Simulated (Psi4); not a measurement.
**CH5Ge (SMILES [CH3][GeH2]): a chain of runs**

Wanted: a structure relaxation (doublet CH5Ge, UCAM-B3LYP/def2-SVPD), then the energy (singlet CH5Ge+, CAM-B3LYP/def2-SVPD), then a structure relaxation (singlet CH5Ge+, CAM-B3LYP/def2-SVPD), then a single-point energy (singlet CH5Ge−, CAM-B3LYP/def2-SVPD), then a geometry optimisation (singlet CH5Ge−, CAM-B3LYP/def2-SVPD) of CH5Ge. 

The calculation is run with Psi4 1.11.

**1. The system as given**

CH5Ge has 7 atoms, charge 0, and is taken as a doublet. SMILES: `[CH3][GeH2]`. Geometry: relaxed at PBE0-D4/def2-TZVP. The run starts from this shape.

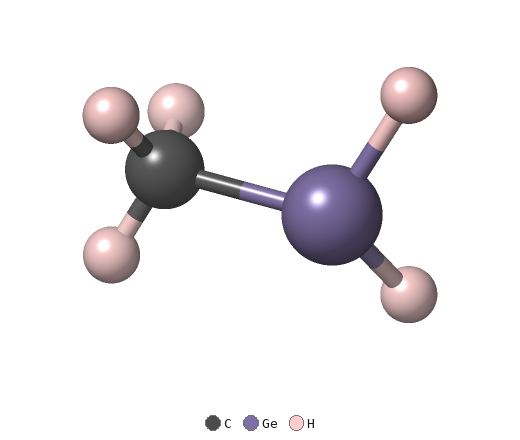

Viewed from a chosen angle; carbon dark grey, germanium purple, hydrogen pink.

**2. A structure relaxation at UCAM-B3LYP/def2-SVPD (density fitting) (run 1)**

File input.in:

```
memory 1600 MB

molecule molecule1 {
  0 2
  C
  Ge 1 R2
  H 1 R3 2 A3
  H 1 R4 3 A4 2 D4
  H 1 R5 4 A5 3 D5
  H 2 R6 1 A6 4 D6
  H 2 R7 6 A7 1 D7

  R2 = 1.959684
  R3 = 1.089921
  A3 = 110.27659
  R4 = 1.089786
  A4 = 108.9929
  D4 = 121.18971
  R5 = 1.092754
  A5 = 108.80119
  D5 = -118.4861
  R6 = 1.54602
  A6 = 111.27353
  D6 = -179.31152
  R7 = 1.545923
  A7 = 109.50048
  D7 = 123.41385
  units angstrom
  symmetry c1
}

set globals {
  basis     def2-SVPD
  reference uks
}

E, wfn = optimize('cam-b3lyp', return_wfn=True)
```

Started as:

```bash
$ psi4 -n 1 input.in input.out
```

input.out:

```text
[...]
  Running in c1 symmetry.
[...]
  Nuclear repulsion =  106.653036479594846
[...]
  Multiplicity = 2
[...]
  Nalpha       = 22
  Nbeta        = 21
[...]
    Number of basis functions: 98
[...]
   @DF-UKS iter   1: -2116.49922995778297   -2.32507e+00   2.44779e-02 DIIS/ADIIS
[...]
   @DF-UKS iter   7: -2117.87011564878640   -5.91172e-12   9.09266e-09 DIIS
[...]
   @S^2 Observed:                7.513600995E-01
[...]
    Orbital Energies [Eh]
    ---------------------
    Alpha Occupied:
       1A   -398.766027     2A    -49.825854     3A    -44.363379
       4A    -44.361354     5A    -44.361222     6A    -10.260866
       7A     -6.283856     8A     -4.462223     9A     -4.457289
      10A     -4.456881    11A     -1.283064    12A     -1.282633
      13A     -1.282365    14A     -1.278946    15A     -1.278795
      16A     -0.777156    17A     -0.601358    18A     -0.480327
      19A     -0.478608    20A     -0.395371    21A     -0.385392
      22A     -0.260218
    Alpha Virtual:
      23A      0.039502    24A      0.054936    25A      0.090078
[...]
  @DF-UKS Final Energy: -2117.87011564878640
   => Energetics <=
    Nuclear Repulsion Energy =            106.5233818209926540
    One-Electron Energy =               -3160.2802886875015247
    Two-Electron Energy =                1002.7571687345299551
    DFT Exchange-Correlation Energy =     -66.8703775168075651
    Empirical Dispersion Energy =           0.0000000000000000
    VV10 Nonlocal Energy =                  0.0000000000000000
    Total Energy =                      -2117.8701156487863955
[...]
 Multipole Moments:
 ------------------------------------------------------------------------------------
     Multipole            Electronic (a.u.)      Nuclear  (a.u.)        Total (a.u.)
 ------------------------------------------------------------------------------------
 L = 1.  Multiply by 2.5417464519 to convert [e a0] to [Debye]
 Dipole X            :         -1.2224219            1.2140158           -0.0084061
 Dipole Y            :          0.6992836           -0.6944586            0.0048250
 Dipole Z            :          6.7709103           -7.0742112           -0.3033010
 Magnitude           :                                                    0.3034558
[...]
  -Total Gradient:
     Atom            X                  Y                   Z
    ------   -----------------  -----------------  -----------------
       1        0.000015643633    -0.000007646093     0.000033823771
       2       -0.000023978046     0.000012851154    -0.000014824518
       3       -0.000004255454    -0.000011058515    -0.000002168072
       4        0.000006616696     0.000008066076     0.000000719524
       5       -0.000006840481     0.000005258687    -0.000012250954
       6        0.000003624416    -0.000009288501    -0.000000702635
       7        0.000008527933     0.000002194315    -0.000001427610
[...]
    Final optimized geometry and variables:
    Molecular point group: c1
    Full point group: C1
    Geometry (in Angstrom), charge = 0, multiplicity = 2:
    C
    GE            1          R2
    H             1          R3      2          A3
    H             1          R4      3          A4      2          D4
    H             1          R5      4          A5      3          D5
    H             2          R6      1          A6      4          D6
    H             2          R7      6          A7      1          D7
    A3        =  110.7374667318
    A4        =  108.6060654209
    A5        =  108.4126082314
[...]
```

Standard output:

```text
Optimizer: Optimization complete!
```

Run time: 61 s. Hardware: 1 thread of Intel Xeon Platinum 8259CL at 2.50GHz (Skylake/Cascade Lake), shared host; peak memory 0.76 GiB.

Step by step:

| step | energy from the first frame kept (eV) | largest force (eV/Å) |
| --- | --- | --- |
| 0 | 0.0000 | 0.2938 |
| 1 | -0.0030 | 0.0525 |
| 2 | -0.0031 | 0.0191 |
| 3 | -0.0031 | 0.0020 |

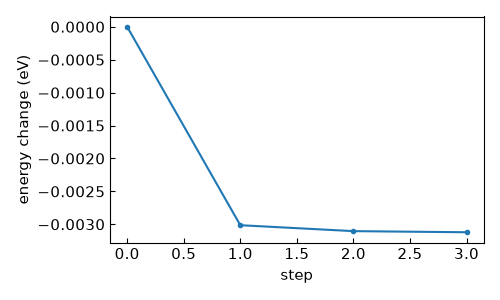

Energy along the run.

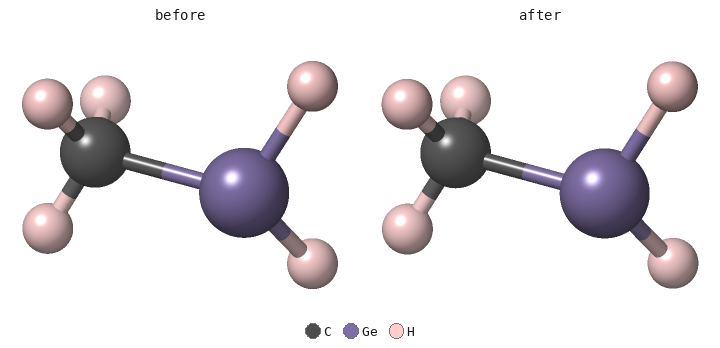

Before and after, at one scale.

After the run. Bond lengths: C1–Ge2 1.961 Å, C1–H3 1.097 Å, C1–H4 1.097 Å, C1–H5 1.100 Å, Ge2–H6 1.543 Å, Ge2–H7 1.543 Å. Angles: C1–Ge2–H6 111.0°, C1–Ge2–H7 111.0°, Ge2–C1–H3 110.7°, Ge2–C1–H4 110.7°, Ge2–C1–H5 109.9°, H6–Ge2–H7 109.4°, H3–C1–H4 108.6°, H3–C1–H5 108.4°, H4–C1–H5 108.4°.

**3. The singlet cation: a single-point energy at CAM-B3LYP/def2-SVPD (density fitting) (run 2)**

File job.inp:

```
memory 1600 mb

molecule {
  1 1
  C
  Ge 1 R2
  H 1 R3 2 A3
  H 1 R4 3 A4 2 D4
  H 1 R5 3 A5 4 D5
  H 2 R6 1 A6 3 D6
  H 2 R7 6 A7 1 D7

  R2 = 1.960528
  R3 = 1.097186
  A3 = 110.73748
  R4 = 1.097187
  A4 = 108.60604
  D4 = 121.79317
  R5 = 1.099848
  A5 = 108.4114
  D5 = 117.60158
  R6 = 1.543466
  A6 = 111.02687
  D6 = -58.7707
  R7 = 1.543463
  A7 = 109.44618
  D7 = 122.91048
  units angstrom
  symmetry c1
}

set basis def2-SVPD

E, wfn = energy("cam-b3lyp", return_wfn=True)
```

Started as:

```bash
$ psi4 job.inp job.out -n 1
```

job.out:

```text
[...]
  Running in c1 symmetry.
[...]
  Nuclear repulsion =  106.523398604627573
[...]
  Multiplicity = 1
[...]
  Nalpha       = 21
  Nbeta        = 21
[...]
    Number of basis functions: 98
[...]
   @DF-RKS iter   1: -2116.42130873060887   -2.25312e+00   2.36181e-02 DIIS/ADIIS
[...]
   @DF-RKS iter   9: -2117.56729343586176   -3.97495e-08   2.18767e-07 DIIS
[...]
    Orbital Energies [Eh]
    ---------------------
    Doubly Occupied:
       1A   -399.069567     2A    -50.128006     3A    -44.667354
       4A    -44.662513     5A    -44.662334     6A    -10.485181
       7A     -6.585408     8A     -4.770028     9A     -4.755069
      10A     -4.754476    11A     -1.588898    12A     -1.585274
      13A     -1.585047    14A     -1.573967    15A     -1.573511
      16A     -0.998469    17A     -0.844568    18A     -0.695223
      19A     -0.689874    20A     -0.635192    21A     -0.619710
[...]
  @DF-RKS Final Energy: -2117.56729343586176
   => Energetics <=
    Nuclear Repulsion Energy =            106.5233986046275731
    One-Electron Energy =               -3148.3479320184333119
    Two-Electron Energy =                 990.9589203174251679
    DFT Exchange-Correlation Energy =     -66.7016803394811433
    Empirical Dispersion Energy =           0.0000000000000000
    VV10 Nonlocal Energy =                  0.0000000000000000
    Total Energy =                      -2117.5672934358617567
[...]
 Multipole Moments:
 ------------------------------------------------------------------------------------
     Multipole            Electronic (a.u.)      Nuclear  (a.u.)        Total (a.u.)
 ------------------------------------------------------------------------------------
 L = 1.  Multiply by 2.5417464519 to convert [e a0] to [Debye]
 Dipole X            :         -1.3902153            1.2140153           -0.1762000
 Dipole Y            :          0.7952553           -0.6944574            0.1007979
 Dipole Z            :          6.9663858           -7.0742106           -0.1078247
 Magnitude           :                                                    0.2298539
[...]
```

It took 9.3 s on 1 thread of Intel Xeon Platinum 8259CL at 2.50GHz (Skylake/Cascade Lake), shared host; peak memory 0.7 GiB.

**4. The singlet cation: a structure relaxation at CAM-B3LYP/def2-SVPD (density fitting) (run 3)**

File calc.in:

```
memory 1600 MB

molecule m {
  1 1
  C     -0.247588    -0.809593    -0.206411
  Ge     0.396289     0.825211     0.663363
  H     -1.159576    -1.175839     0.281400
  H      0.513728    -1.598459    -0.162741
  H     -0.476502    -0.605815    -1.262696
  H     -0.676265     1.934320     0.621014
  H      1.690082     1.335722    -0.005784
  symmetry c1
}

set {
  basis        def2-SVPD
  geom_maxiter 50
}

optimize('cam-b3lyp')
```

Started as:

```bash
$ psi4 calc.in calc.out -n 1
```

calc.out, shortened:

```text
[...]
  Running in c1 symmetry.
[...]
  Nuclear repulsion =  106.523406848012357
[...]
  Multiplicity = 1
[...]
  Nalpha       = 21
  Nbeta        = 21
[...]
    Number of basis functions: 98
[...]
   @DF-RKS iter   1: -2116.42130977111765   -2.25312e+00   2.36180e-02 ADIIS/DIIS
[...]
   @DF-RKS iter   6: -2117.59887636017856   -5.00222e-12   5.90594e-09 DIIS
[...]
  @DF-RKS Final Energy: -2117.59887636017856
   => Energetics <=
    Nuclear Repulsion Energy =            108.9314384250906897
    One-Electron Energy =               -3153.2109072859266234
    Two-Electron Energy =                 993.4022855796378053
    DFT Exchange-Correlation Energy =     -66.7216930789803371
    Empirical Dispersion Energy =           0.0000000000000000
    VV10 Nonlocal Energy =                  0.0000000000000000
    Total Energy =                      -2117.5988763601785649
[...]
 Multipole Moments:
 ------------------------------------------------------------------------------------
     Multipole            Electronic (a.u.)      Nuclear  (a.u.)        Total (a.u.)
 ------------------------------------------------------------------------------------
 L = 1.  Multiply by 2.5417464519 to convert [e a0] to [Debye]
 Dipole X            :          1.8868522           -1.9501065           -0.0632543
 Dipole Y            :          5.5612590           -5.7258516           -0.1645926
 Dipole Z            :          1.8127131           -1.8942380           -0.0815249
 Magnitude           :                                                    0.1942630
[...]
  -Total Gradient:
     Atom            X                  Y                   Z
    ------   -----------------  -----------------  -----------------
       1        0.000025309039     0.000091098926     0.000008131331
       2        0.000026234739     0.000032144610     0.000067899790
       3       -0.000010764889    -0.000004413706    -0.000010646012
       4        0.000001131728    -0.000007525889    -0.000013879194
       5       -0.000008726069    -0.000034961475     0.000000563185
       6       -0.000027649448    -0.000026296904    -0.000021111207
       7       -0.000000519238    -0.000033053428    -0.000028242120
[...]
    Final optimized geometry and variables:
    Molecular point group: c1
    Full point group: C1
    Geometry (in Angstrom), charge = 1, multiplicity = 1:
[...]
```

On the terminal:

```text
Optimizer: Optimization complete!
```

Wall time 76 s (1 thread of Intel Xeon Platinum 8259CL at 2.50GHz (Skylake/Cascade Lake), shared host); peak memory 0.76 GiB.

The path in brief:

| step | energy from the first frame kept (eV) | largest force (eV/Å) |
| --- | --- | --- |
| 0 | 0.0000 | 3.7156 |
| 1 | -0.5945 | 1.9452 |
| 2 | -0.8067 | 0.6770 |
| 3 | -0.8522 | 0.1103 |
| 4 | -0.8577 | 0.1300 |
| 5 | -0.8592 | 0.0574 |
| 6 | -0.8594 | 0.0147 |
| 7 | -0.8594 | 0.0049 |

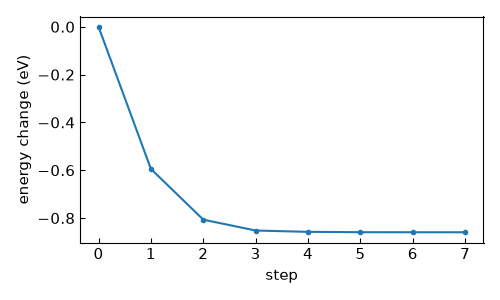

Energy along the run.

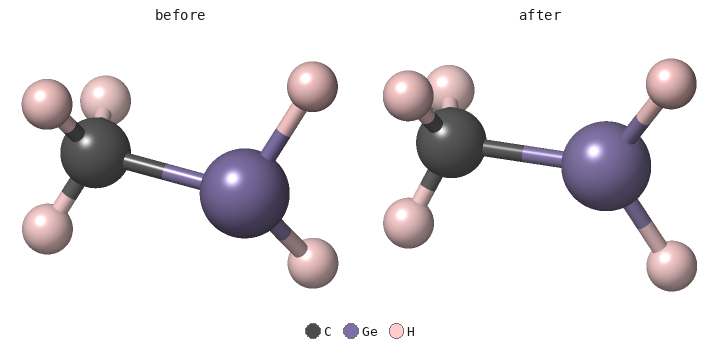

Before and after, at one scale.

After the run. Bond lengths: C1–Ge2 1.897 Å, C1–H3 1.098 Å, C1–H4 1.098 Å, C1–H5 1.107 Å, Ge2–H6 1.524 Å, Ge2–H7 1.524 Å. Angles: C1–Ge2–H6 121.4°, C1–Ge2–H7 121.4°, Ge2–C1–H3 111.3°, Ge2–C1–H4 111.3°, Ge2–C1–H5 106.7°, H6–Ge2–H7 117.2°, H3–C1–H4 111.7°, H3–C1–H5 107.8°, H4–C1–H5 107.8°.

**5. The singlet anion: the energy at CAM-B3LYP/def2-SVPD (density fitting) (run 4)**

File calc.dat:

```
memory 1600 MB

molecule system {
  -1 1
  C     -0.247588    -0.809593    -0.206411
  Ge     0.396289     0.825211     0.663363
  H     -1.159576    -1.175839     0.281400
  H      0.513728    -1.598459    -0.162741
  H     -0.476502    -0.605815    -1.262696
  H     -0.676265     1.934320     0.621014
  H      1.690082     1.335722    -0.005784
  symmetry c1
}

set globals {
  basis def2-SVPD
}

E, wfn = energy('cam-b3lyp', return_wfn=True)
```

Started as:

```bash
$ psi4 -i calc.dat -o calc.out -n 1
```

calc.out:

```text
[...]
  Running in c1 symmetry.
[...]
  Nuclear repulsion =  106.523406848012357
[...]
  Multiplicity = 1
[...]
  Nalpha       = 22
  Nbeta        = 22
[...]
    Number of basis functions: 98
[...]
   @DF-RKS iter   1: -2116.18435059450667   -2.01616e+00   2.55412e-02 ADIIS/DIIS
[...]
   @DF-RKS iter  10: -2117.88981947678076   -2.44025e-07   4.68594e-07 DIIS
[...]
    Orbital Energies [Eh]
    ---------------------
    Doubly Occupied:
       1A   -398.500750     2A    -49.561437     3A    -44.097629
       4A    -44.097576     5A    -44.096774     6A    -10.063214
       7A     -6.018183     8A     -4.194497     9A     -4.194439
      10A     -4.189838    11A     -1.019061    12A     -1.018863
      13A     -1.013371    14A     -1.013145    15A     -1.012056
      16A     -0.578321    17A     -0.359273    18A     -0.289002
      19A     -0.283588    20A     -0.167380    21A     -0.166631
      22A      0.013305
[...]
  @DF-RKS Final Energy: -2117.88981947678076
   => Energetics <=
    Nuclear Repulsion Energy =            106.5234068480123568
    One-Electron Energy =               -3170.8200666180564440
    Two-Electron Energy =                1013.4040000905764600
    DFT Exchange-Correlation Energy =     -66.9971597973133015
    Empirical Dispersion Energy =           0.0000000000000000
    VV10 Nonlocal Energy =                  0.0000000000000000
    Total Energy =                      -2117.8898194767807581
[...]
 Multipole Moments:
 ------------------------------------------------------------------------------------
     Multipole            Electronic (a.u.)      Nuclear  (a.u.)        Total (a.u.)
 ------------------------------------------------------------------------------------
 L = 1.  Multiply by 2.5417464519 to convert [e a0] to [Debye]
 Dipole X            :          2.1655400           -2.4659369           -0.3003968
 Dipole Y            :          4.7553995           -5.2020328           -0.4466334
 Dipole Z            :          3.6352484           -4.3426429           -0.7073945
 Magnitude           :                                                    0.8888906
[...]
```

Run time: 9.3 s. Hardware: 1 thread of Intel Xeon Platinum 8259CL at 2.50GHz (Skylake/Cascade Lake), shared host; peak memory 0.7 GiB.

**6. The singlet anion: a structure relaxation at CAM-B3LYP/def2-SVPD (density fitting) (run 5)**

File ch5ge.dat:

```
memory 1.6 GB

molecule m {
  -1 1
  C     -0.46787351    -1.52990904    -0.39006026
  Ge     0.74887768     1.55942279     1.25357439
  H     -2.19128106    -2.22201368     0.53176893
  H      0.97080522    -3.02064973    -0.30753592
  H     -0.90045828    -1.14482443    -2.38614962
  H     -1.27795564     3.65533504     1.17354638
  H      3.19379211     2.52414876    -0.01093018
  units au
  symmetry c1
}

set reference rks
set geom_maxiter 50

E, wfn = opt('cam-b3lyp/def2-SVPD', return_wfn=True)
print_variables()
```

Started as:

```bash
$ psi4 ch5ge.dat ch5ge.out -n 1
```

ch5ge.out, shortened:

```text
[...]
  Running in c1 symmetry.
[...]
  Nuclear repulsion =  106.523406831198940
[...]
  Multiplicity = 1
[...]
  Nalpha       = 22
  Nbeta        = 22
[...]
    Number of basis functions: 98
[...]
   @DF-RKS iter   1: -2116.18434756361148   -2.01616e+00   2.55413e-02 DIIS/ADIIS
[...]
   @DF-RKS iter   8: -2117.91590483109303   -5.45697e-12   4.10246e-09 DIIS
[...]
  @DF-RKS Final Energy: -2117.91590483109303
   => Energetics <=
    Nuclear Repulsion Energy =            102.3711166367767760
    One-Electron Energy =               -3162.6020599720141036
    Two-Electron Energy =                1009.2885790236015282
    DFT Exchange-Correlation Energy =     -66.9735405194570603
    Empirical Dispersion Energy =           0.0000000000000000
    VV10 Nonlocal Energy =                  0.0000000000000000
    Total Energy =                      -2117.9159048310930302
[...]
 Multipole Moments:
 ------------------------------------------------------------------------------------
     Multipole            Electronic (a.u.)      Nuclear  (a.u.)        Total (a.u.)
 ------------------------------------------------------------------------------------
 L = 1.  Multiply by 2.5417464519 to convert [e a0] to [Debye]
 Dipole X            :          2.8144826           -2.9366697           -0.1221870
 Dipole Y            :          4.6062724           -5.0239159           -0.4176435
 Dipole Z            :          6.2227373           -6.2853215           -0.0625841
 Magnitude           :                                                    0.4396278
[...]
  -Total Gradient:
     Atom            X                  Y                   Z
    ------   -----------------  -----------------  -----------------
       1        0.000024511510     0.000124750312    -0.000024410950
       2       -0.000000192360    -0.000072538047     0.000068173131
       3       -0.000008813260    -0.000011206160     0.000010129718
       4        0.000006908752    -0.000014726766     0.000006244857
       5       -0.000020228187    -0.000063452219    -0.000016157314
       6        0.000026285673     0.000013062676    -0.000030420682
       7       -0.000028482941     0.000026675272    -0.000016046144
[...]
    Final optimized geometry and variables:
    Molecular point group: c1
    Full point group: C1
    Geometry (in Bohr), charge = -1, multiplicity = 1:
[...]
```

Standard output:

```text
Optimizer: Optimization complete!
```

It took 78 s on 1 thread of Intel Xeon Platinum 8259CL at 2.50GHz (Skylake/Cascade Lake), shared host; peak memory 0.76 GiB.

Step by step:

| step | energy from the first frame kept (eV) | largest force (eV/Å) |
| --- | --- | --- |
| 0 | 0.0000 | 3.5360 |
| 1 | -0.5758 | 1.7483 |
| 2 | -0.6889 | 0.3560 |
| 3 | -0.7056 | 0.2115 |
| 4 | -0.7087 | 0.1325 |
| 5 | -0.7096 | 0.0593 |
| 6 | -0.7098 | 0.0067 |

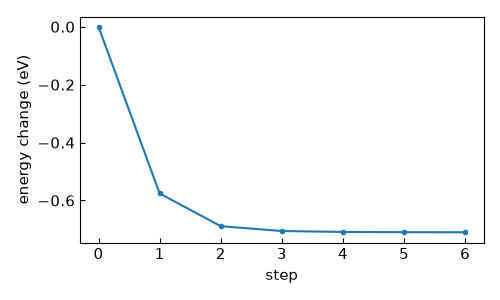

Energy along the run.

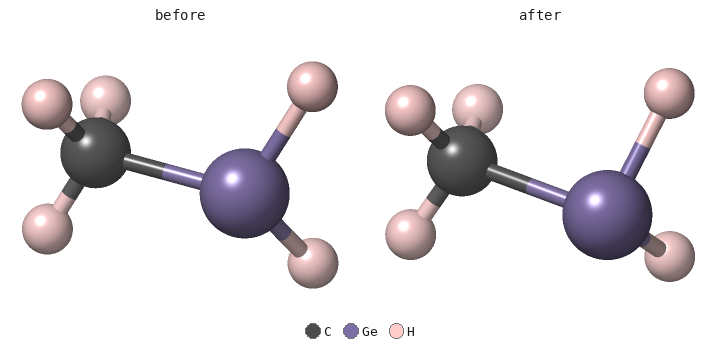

Before and after, at one scale.

After the run. Bond lengths: C1–Ge2 2.063 Å, C1–H3 1.103 Å, C1–H4 1.103 Å, C1–H5 1.102 Å, Ge2–H6 1.613 Å, Ge2–H7 1.613 Å. Angles: C1–Ge2–H6 95.2°, C1–Ge2–H7 95.2°, Ge2–C1–H3 109.9°, Ge2–C1–H4 109.9°, Ge2–C1–H5 114.1°, H6–Ge2–H7 92.4°, H3–C1–H4 107.0°, H3–C1–H5 107.8°, H4–C1–H5 107.8°.

**7. Results**

| quantity | value |
| --- | --- |
| run 1, UCAM-B3LYP/def2-SVPD: total energy at the end | -2117.87012 Eh |
| run 1, UCAM-B3LYP/def2-SVPD: dipole moment | 0.77 D |
| run 1, UCAM-B3LYP/def2-SVPD: HOMO energy (highest over α and β) | -7.08 eV |
| run 1, UCAM-B3LYP/def2-SVPD: LUMO energy (lowest over α and β) | -1.51 eV |
| run 1, UCAM-B3LYP/def2-SVPD: ⟨S²⟩ | 0.751 |
| singlet cation, run 2: total energy | -2117.56729 Eh |
| singlet cation, run 2: HOMO energy | -16.86 eV |
| singlet cation, run 2: LUMO energy | -9.35 eV |
| singlet cation, run 2: HOMO–LUMO gap | 7.51 eV |
| singlet cation, run 3: total energy at the end | -2117.59888 Eh |
| singlet cation, run 3: HOMO energy | -17.25 eV |
| singlet cation, run 3: LUMO energy | -8.12 eV |
| singlet cation, run 3: HOMO–LUMO gap | 9.12 eV |
| singlet anion, run 4: total energy | -2117.88982 Eh |
| singlet anion, run 4: HOMO energy | 0.36 eV |
| singlet anion, run 4: LUMO energy | 5.33 eV |
| singlet anion, run 4: HOMO–LUMO gap (to an unbound level, set by the basis) | 4.97 eV |
| singlet anion, run 5: total energy at the end | -2117.91590 Eh |
| singlet anion, run 5: HOMO energy | -0.97 eV |
| singlet anion, run 5: LUMO energy | 5.36 eV |
| singlet anion, run 5: HOMO–LUMO gap (to an unbound level, set by the basis) | 6.34 eV |
| adiabatic electron affinity (to the singlet anion, no zero-point term) | 1.246 eV |
| adiabatic ionisation energy (to the singlet cation, no zero-point term) | 7.381 eV |

What this shows: The adiabatic electron affinity (to the singlet anion, no zero-point term) is 1.25 eV (29 kcal/mol). The adiabatic ionisation energy (to the singlet cation, no zero-point term) is 7.38 eV (170 kcal/mol). The optimisation (run 1, UCAM-B3LYP/def2-SVPD) took 4 steps and changed the energy by -0.003 eV. The optimisation (singlet cation, run 3) took 8 steps and changed the energy by -0.859 eV. The HOMO (singlet anion, run 4) lies at positive energy, 0.36 eV; only total energies tell whether the electron is bound. The optimisation (singlet anion, run 5) took 7 steps and changed the energy by -0.710 eV.
